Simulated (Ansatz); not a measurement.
A series of calculations on C$_{3}$H$_{6}$Si

## 1. Relaxation

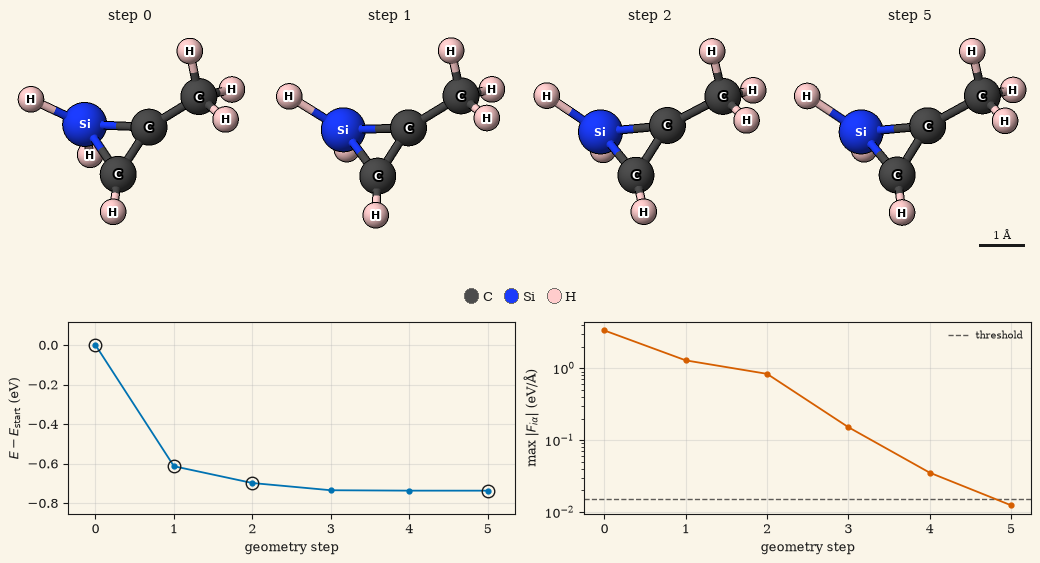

Frames of a relaxation of C$_{3}$H$_{6}$Si, marked on the history of the run. The picture is a ball-and-stick view, seen from a free direction.

The run prepares an end point of a later path (torsion) calculation, from a guessed geometry.

These are results of RKS PBE0/def2-SVP in Ansatz 0.2.0, not measurements.

Input
```yaml
crystal:
  periodic: [false, false, false]
  atoms:
    - { symbol: C, position_ang: [-0.7506, 0.7881, -1.0296] }
    - { symbol: C, position_ang: [-0.1065, -0.0486, -0.1339] }
    - { symbol: C, position_ang: [0.1199, -1.2888, 0.155] }
    - { symbol: Si, position_ang: [1.0109, -0.1082, 1.2618] }
    - { symbol: H, position_ang: [-1.3445, 0.2554, -1.8162] }
    - { symbol: H, position_ang: [-1.5222, 1.4736, -0.5087] }
    - { symbol: H, position_ang: [-0.0727, 1.4959, -1.5591] }
    - { symbol: H, position_ang: [-0.0085, -2.2758, -0.1412] }
    - { symbol: H, position_ang: [0.3466, -0.1896, 2.6632] }
    - { symbol: H, position_ang: [2.4107, -0.1531, 1.1116] }
basis:
  gaussian: { orbitals: def2-SVP }
hamiltonian:
  xc: pbe0
relax:
  f_tol: 0.015
  max_steps: 40
```

Launched with:
```bash
ansatz run input.yaml --threads 1 --pin off --max-ram 2048MiB --backend cpu --events-out ev --progress --plain --runs-dir out
```

Question: Describe the path.

Answer: H8 moves most after the best rigid fit: 0.24 Å. Largest moves by element: H 0.24 Å, Si 0.19 Å, C 0.08 Å. Near-neighbour distances that change, for instance: C1–C2 1.385 → 1.482 Å, Si4–H10 1.409 → 1.492 Å, Si4–H9 1.553 → 1.492 Å, C3–H8 1.038 → 1.094 Å. Among the angles between lasting bonds that change: C3–Si4–H9 107.5° → 121.8°, H9–Si4–H10 121.3° → 110.9°, C2–C3–H8 145.7° → 135.9°. The energy falls by 0.737 eV in 5 geometry steps. Largest force component: 3.3 eV/Å at the start, 0.012 eV/Å at the end. From step 0 to 1: H9 moves most (0.17 Å), energy −0.613 eV. From step 1 to 2: H8 moves most (0.20 Å), energy −0.085 eV. From step 2 to 5: H5 moves most (0.05 Å), energy −0.039 eV.

```
step  E − E(0), eV  largest force component, eV/Å
   0        0.0000                         3.3480
   1       -0.6132                         1.2863
   2       -0.6981                         0.8357
   3       -0.7346                         0.1516
   4       -0.7367                         0.0354
   5       -0.7368                         0.0125
```

## 2. Relaxation

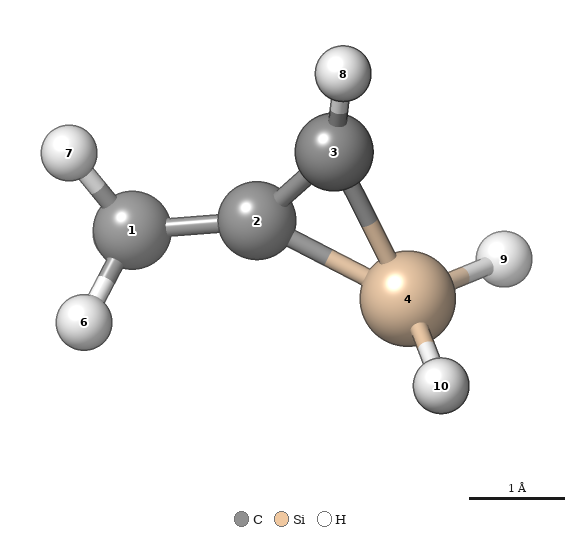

Starting structure of C$_{3}$H$_{6}$Si. Style: ball-and-stick. Shown at a tilt.

The run prepares an end point of a later path (torsion) calculation, from a guessed geometry.

The calculation used RKS PBE0/def2-SVP in Ansatz 0.2.0.

The input:
```yaml
crystal:
  periodic: [false, false, false]
  atoms:
    - { symbol: C, position_ang: [-0.7506, 0.7881, -1.0296] }
    - { symbol: C, position_ang: [-0.1065, -0.0486, -0.1339] }
    - { symbol: C, position_ang: [1.05071, -0.36219, 0.35123] }
    - { symbol: Si, position_ang: [-0.3444, -1.27723, 1.14438] }
    - { symbol: H, position_ang: [-1.3445, 0.2554, -1.8162] }
    - { symbol: H, position_ang: [-1.5222, 1.4736, -0.5087] }
    - { symbol: H, position_ang: [-0.0727, 1.4959, -1.5591] }
    - { symbol: H, position_ang: [2.06364, -0.13409, 0.36936] }
    - { symbol: H, position_ang: [-0.24877, -2.75943, 0.69077] }
    - { symbol: H, position_ang: [-0.53506, -0.93681, 2.49781] }
basis:
  gaussian: { orbitals: def2-SVP }
hamiltonian:
  xc: pbe0
relax:
  f_tol: 0.015
  max_steps: 40
```

Command:
```bash
ansatz run input.yaml --threads 1 --pin off --max-ram 2048MiB --backend cpu --events-out ev --progress --plain --runs-dir out
```

Question: Where does the relaxation end?

Answer: The largest move after the best rigid fit is that of H8, 0.23 Å. By element the largest moves are H 0.23 Å, Si 0.19 Å, C 0.09 Å. Some distances before and after: C1–C2 1.385 → 1.482 Å, Si4–H10 1.409 → 1.492 Å, Si4–H9 1.553 → 1.492 Å, C3–H8 1.038 → 1.094 Å. Bond angles that change, for instance: C3–Si4–H9 107.5° → 121.8°, H9–Si4–H10 121.3° → 111.0°, C2–C3–H8 145.7° → 135.9°. After 5 geometry steps the energy has fallen by 17.0 kcal/mol. The largest force component goes from 3.7 to 0.014 eV/Å.

Final geometry:

```xyz
10

C    -0.7703    0.8595   -1.0722
C    -0.1427   -0.0541   -0.0890
C     1.0771   -0.3380    0.3820
Si   -0.1867   -1.3717    1.1817
H    -1.3293    0.2871   -1.8293
H    -1.5018    1.5155   -0.5740
H    -0.0267    1.4895   -1.5856
H     2.0943    0.0213    0.1973
H    -0.3713   -2.8074    0.8212
H    -0.6530   -1.1070    2.5739
```

The end point in the same view:

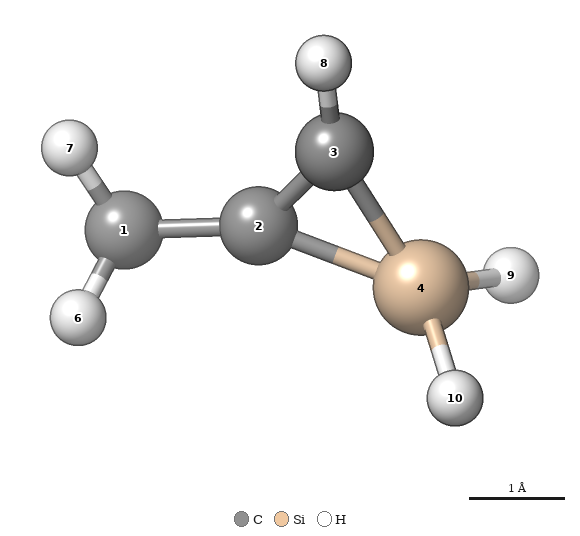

## 3. Path

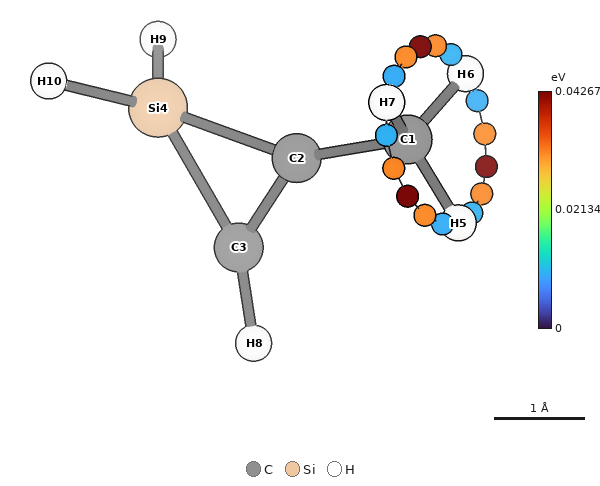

A search for the minimum-energy path of C$_{3}$H$_{6}$Si by the nudged elastic band. Images are numbered from 0 (start) to 6 (end). The start is drawn whole; smaller spheres mark the moving atoms (H) in the later images, joined by lines and coloured by the energy of the image relative to the start. A ball-and-stick model, seen at a tilt.

These are results of Ansatz 0.2.0, RKS PBE0/def2-SVP, not measurements.

Input file:
```yaml
crystal:
  periodic: [false, false, false]
  atoms:
    - { symbol: C, position_ang: [-0.810187, 0.817967, -1.082056] }
    - { symbol: C, position_ang: [-0.072168, -0.021811, -0.109385] }
    - { symbol: C, position_ang: [0.141666, -1.319596, 0.138191] }
    - { symbol: Si, position_ang: [1.008435, -0.274836, 1.346975] }
    - { symbol: H, position_ang: [-1.341449, 0.211916, -1.832981] }
    - { symbol: H, position_ang: [-1.542642, 1.455105, -0.561639] }
    - { symbol: H, position_ang: [-0.119842, 1.49969, -1.603602] }
    - { symbol: H, position_ang: [-0.168363, -2.266824, -0.313482] }
    - { symbol: H, position_ang: [0.505316, -0.100017, 2.740238] }
    - { symbol: H, position_ang: [2.482332, -0.052695, 1.280642] }
basis:
  gaussian: { orbitals: def2-SVP }
hamiltonian:
  xc: pbe0
neb:
  order_check: false
  images: 5
  f_tol: 0.05
  max_iterations: 56
  initial_path: idpp
  final_atoms:
    - { symbol: C, position_ang: [-0.84037515, 0.81291973, -1.0622555] }
    - { symbol: C, position_ang: [-0.05736013, -0.01944972, -0.11921335] }
    - { symbol: C, position_ang: [0.37874281, -1.28030981, -0.01625667] }
    - { symbol: Si, position_ang: [0.89934963, -0.29186416, 1.41808735] }
    - { symbol: H, position_ang: [-1.71923176, 1.24487447, -0.55791348] }
    - { symbol: H, position_ang: [-0.23555006, 1.66242464, -1.4175729] }
    - { symbol: H, position_ang: [-1.18382954, 0.23692813, -1.93611697] }
    - { symbol: H, position_ang: [0.30646746, -2.18898867, -0.62200612] }
    - { symbol: H, position_ang: [0.23386176, -0.42355458, 2.74664234] }
    - { symbol: H, position_ang: [2.30102299, 0.19591897, 1.56950629] }
```

Run as
```bash
ansatz run input.yaml --threads 1 --pin off --max-ram 2048MiB --backend cpu --events-out ev --progress --plain --runs-dir out
```

> What moves, how far, and at what cost in energy?

The motion is a rotation about the C1–C2 bond by about 120°. No bond forms or breaks between the ends. The barrier is about 0.043 eV in both directions, with image 3 at the top; the ends have the same energy. The band converged in 3 iterations. The largest component of the band force went from 0.37 to 0.036 eV/Å. The climbing image converged on the top of the path. Its vibrational analysis gives one imaginary mode (140i cm⁻¹), as a transition state must have.

Cost: 77 s on 1 thread of Intel(R) Xeon(R) Platinum 8259CL CPU @ 2.50GHz (Skylake/Cascade Lake), with other jobs on the host, peak memory 0.19 GiB.
